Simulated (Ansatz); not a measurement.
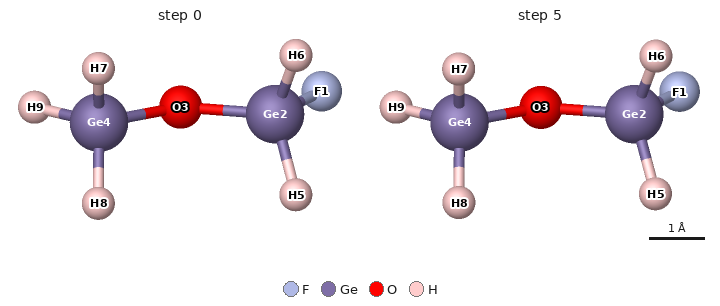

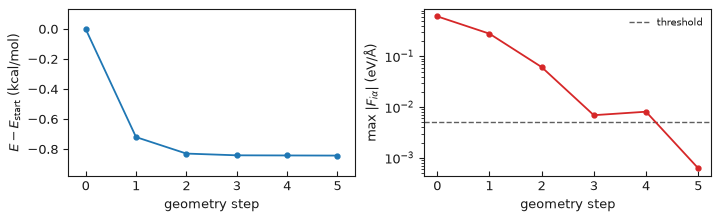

First and last geometry of a relaxation of Ge$_{2}$H$_{5}$OF, with the history of the run. Style: ball-and-stick. Shown at a tilt.

The start comes from PBE-D4/def2-SVP.

Computed with Ansatz, RKS PBE0-D4/def2-TZVP. Settings: force threshold 0.005 eV/Å; at most 150 steps.

Q: Read the history and describe the run.

A: It converged. After 5 geometry steps the energy has fallen by 0.84 kcal/mol. The largest force component goes from 0.61 to 0.00062 eV/Å. The largest move after the best rigid fit is that of F1, 0.041 Å. Largest moves by element: F 0.041 Å, O 0.038 Å, H 0.030 Å, Ge 0.014 Å. Near-neighbour distances that change, for instance: Ge2–O3 1.777 → 1.749 Å, O3–Ge4 1.802 → 1.776 Å, F1–Ge2 1.752 → 1.730 Å, Ge2–H5 1.551 → 1.535 Å. The run took 17 s on 4 threads of Intel Xeon Platinum 8375C @ 2.90GHz, on a shared host.
